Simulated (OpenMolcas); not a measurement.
# One shape, several levels: SiH3O (SMILES O[SiH2])

Wanted: a comparison of 4 runs (ROHF/STO-3G, U-r2SCAN/STO-3G, USVWN5/STO-3G, ROMP2/STO-3G) of SiH3O. 

The calculation is run with OpenMolcas 26.06.

## Step 1: The system as given

SiH3O has 5 atoms, charge 0, and is taken as a doublet. SMILES: `O[SiH2]`. The coordinates come from a GFN2-xTB relaxation. This is one conformer, not always the lowest.

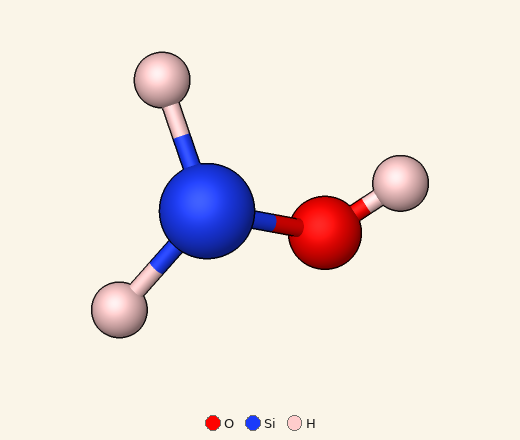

Viewed from a chosen angle; oxygen red, silicon blue, hydrogen pink.

## Step 2: A single-point energy at ROHF/STO-3G (run 1)

File step1.input:

```
&GATEWAY
 BASLIB=$CurrDir
 BASISSET
 O.STO-3G....
 O1 0.557310 -0.433760 0.798460 angstrom
 End of Basis
 BASISSET
 Si.STO-3G....
 Si2 0.001930 0.341950 -0.533940 angstrom
 End of Basis
 BASISSET
 H.STO-3G....
 H3 0.725690 -1.370660 0.814800 angstrom
 H4 -1.244820 -0.253580 -1.000760 angstrom
 H5 -0.040110 1.716040 -0.078560 angstrom
 End of Basis

&SEWARD

&SCF
 UHF
 SPIN=2
 SCRAMBLE=0.25
 PRORBITALS=1 1

&RASSCF
 FILEORB=$Project.UnaOrb
 SPIN=2
 NACTEL=1 0 0
 INACTIVE=12
 RAS2=1
 OUTORBITALS=Canonical
 ORBLISTING=Nothing
```

The basis set STO-3G is read from a file made from the Basis Set Exchange's data (not shown).

The run is started by

```console
$ export MOLCAS_MEM=1860
$ pymolcas step1.input > step1.log
```

The log of the run:

```text
--- Start Module: gateway ---
[...]
--- Stop Module: gateway /rc=_RC_ALL_IS_WELL_ ---
[...]
      Basis functions           17
[...]
--- Start Module: scf ---
[...]
       Convergence after  13 Iterations
[...]
::    Total SCF energy                               -361.1254533224
[...]
      Total spin, S                                     0.5008207847
[...]
--- Stop Module: scf /rc=_RC_ALL_IS_WELL_ ---
--- Start Module: rasscf ---
[...]
      Number of active orbitals                  1
[...]
      Spin quantum number                      0.5
[...]
      Active orbitals                            1
[...]
      Number of CSFs                             1
[...]
      Number of root(s) required                 1
[...]
      Convergence after  7 iterations
[...]
      printout of CI-coefficients larger than  0.05 for root  1
      energy=    -361.125105
      conf/sym  1     Coeff  Weight
             1  u   1.00000 1.00000
      Natural orbitals and occupation numbers for root  1
      sym 1:   1.000000
      ************************************************************************************************************************
      *                                                    Final results                                                     *
[...]
::    RASSCF root number  1 Total energy:   -361.12510496
[...]
      Total electronic charge=   25.000000
      Total            charge=   -0.000000
[...]
      Dipole Moment (debye):
      Origin of the operator (angstrom)=    0.1788    0.0579   -0.0518
                   X=  1.3066E-01               Y= -8.6135E-01               Z= -1.4179E+00           Total=  1.6641E+00
      Quadrupole Moment (debye*angstrom):
[...]
--- Stop Module: rasscf /rc=_RC_ALL_IS_WELL_ ---
[...]
```

Wall time 2.7 s (1 thread of Arm Neoverse V1, shared host); peak memory 0.37 GiB.

## Step 3: The energy at U-r2SCAN/STO-3G (run 2)

File calc.inp:

```
>>> EXPORT MOLCAS_PRINT=2
&GATEWAY
BasLib=$CurrDir
BasisSet
O.STO-3G....
O1 0.557310 -0.433760 0.798460 angstrom
End of Basis
BasisSet
Si.STO-3G....
Si2 0.001930 0.341950 -0.533940 angstrom
End of Basis
BasisSet
H.STO-3G....
H3 0.725690 -1.370660 0.814800 angstrom
H4 -1.244820 -0.253580 -1.000760 angstrom
H5 -0.040110 1.716040 -0.078560 angstrom
End of Basis
&SEWARD
GridInput
Grid=UltraFine
End of Grid
&SCF
UHF
Spin=2
KSDFT=2
1.0 MGGA_X_R2SCAN
1.0 MGGA_C_R2SCAN
Thresholds=1e-10 1e-07 1e-07 1e-05
PrOrbitals=1 1
```

The basis set STO-3G is read from a file made from the Basis Set Exchange's data (not shown).

The run is started by

```console
$ export MOLCAS_MEM=1860
$ pymolcas calc.inp > calc.log
```

The log of the run:

```text
--- Start Module: gateway ---
[...]
--- Stop Module: gateway /rc=_RC_ALL_IS_WELL_ ---
--- Start Module: seward ---
[...]
      Basis functions           17
--- Stop Module: seward /rc=_RC_ALL_IS_WELL_ ---
--- Start Module: scf ---
[...]
       Convergence after  14 Iterations
[...]
::    Total KS-DFT energy                            -361.9766178927
[...]
      Total spin, S                                     0.5003168626
[...]
      Total electronic charge=   25.000000
      Total            charge=   -0.000000
[...]
      Dipole Moment (debye):
      Origin of the operator (angstrom)=    0.1788    0.0579   -0.0518
                   X=  1.7115E-01               Y= -1.2474E+00               Z= -5.2586E-01           Total=  1.3645E+00
      Quadrupole Moment (debye*angstrom):
[...]
--- Stop Module: scf /rc=_RC_ALL_IS_WELL_ ---
[...]
```

It took 8.7 s on 1 thread of Arm Neoverse V1, shared host; peak memory 0.37 GiB.

Run 3 isn't shown in full; the table further down has it.

## Step 4: A single-point energy at ROMP2/STO-3G (run 4)

File calc.inp:

```
&gateway
 baslib
 $CurrDir
 basisset
 O.STO-3G....
 O1 0.557310 -0.433760 0.798460 angstrom
 End of Basis
 basisset
 Si.STO-3G....
 Si2 0.001930 0.341950 -0.533940 angstrom
 End of Basis
 basisset
 H.STO-3G....
 H3 0.725690 -1.370660 0.814800 angstrom
 H4 -1.244820 -0.253580 -1.000760 angstrom
 H5 -0.040110 1.716040 -0.078560 angstrom
 End of Basis

&seward

&scf
 uhf
 spin
 2
 thresholds
 1e-10 1e-07 1e-07 1e-05
 prorbitals
 1 1

&rasscf
 fileorb
 $Project.UnaOrb
 spin
 2
 nactel
 1 0 0
 inactive
 12
 ras2
 1
 outorbitals
 Canonical
 orblisting
 Nothing

&caspt2
 ipea
 0.0
 frozen
 6
```

The basis set STO-3G is read from a file made from the Basis Set Exchange's data (not shown).

The run is started by

```console
$ export MOLCAS_MEM=1860
$ pymolcas calc.inp > calc.log
```

The log of the run:

```text
--- Start Module: gateway ---
[...]
--- Stop Module: gateway /rc=_RC_ALL_IS_WELL_ ---
[...]
      Basis functions           17
[...]
       Convergence after  13 Iterations
[...]
::    Total SCF energy                               -361.1254533224
[...]
      Total spin, S                                     0.5008208064
[...]
--- Start Module: rasscf ---
[...]
      Number of active orbitals                  1
[...]
      Spin quantum number                      0.5
[...]
      Active orbitals                            1
[...]
      Number of CSFs                             1
[...]
      Number of root(s) required                 1
[...]
      Convergence after  7 iterations
[...]
      printout of CI-coefficients larger than  0.05 for root  1
      energy=    -361.125105
      conf/sym  1     Coeff  Weight
             1  u   1.00000 1.00000
      Natural orbitals and occupation numbers for root  1
      sym 1:   1.000000
      ************************************************************************************************************************
      *                                                    Final results                                                     *
[...]
::    RASSCF root number  1 Total energy:   -361.12510496
[...]
      Total electronic charge=   25.000000
      Total            charge=   -0.000000
[...]
      Dipole Moment (debye):
      Origin of the operator (angstrom)=    0.1788    0.0579   -0.0518
                   X=  1.3066E-01               Y= -8.6135E-01               Z= -1.4179E+00           Total=  1.6641E+00
      Quadrupole Moment (debye*angstrom):
[...]
--- Stop Module: rasscf /rc=_RC_ALL_IS_WELL_ ---
--- Start Module: caspt2 ---
[...]
 ###    WARNING: User changed nr of frozen orbitals.                         ###
 ###############################################################################
[...]
      E2 (Variational):          -0.0663522834
      Total energy:            -361.1914572422
[...]
      Reference weight:           0.96944
[...]
::    CASPT2 Root  1     Total energy:   -361.19145724
[...]
--- Stop Module: caspt2 /rc=_RC_ALL_IS_WELL_ ---
[...]
```

Run time: 2.5 s. Hardware: 1 thread of Arm Neoverse V1, shared host; peak memory 0.37 GiB.

## Step 5: The series

| run | level | scramble | integration grid | SCF convergence threshold | energy (Eh) | dipole moment (D) | wall time |
| --- | --- | --- | --- | --- | --- | --- | --- |
| 1 | ROHF/STO-3G | 0.25 | – | – | -361.125105 | 1.66 | 2.7 s |
| 2 | U-r2SCAN/STO-3G | – | UltraFine | 1e-10 | -361.976618 | 1.36 | 8.7 s |
| 3 | USVWN5/STO-3G | – | UltraFine | 1e-10 | -360.255211 | 1.37 | 5.1 s |
| 4 | ROMP2/STO-3G | – | – | 1e-10 | -361.191457 | – | 2.5 s |

## Step 6: What came out

| quantity | value |
| --- | --- |
| run 4: total energy | -361.19146 Eh |

In words: Among the runs that give it from their own density at one geometry, the dipole moment runs from 1.36 D (U-r2SCAN/STO-3G) to 1.66 D (ROHF/STO-3G). Totals of different functionals can't be ranked against each other. In runs 1, 2, 3, 4 the basis is minimal, so dipoles, gaps and forces are rough. All runs together took 19 s, the longest 8.7 s.
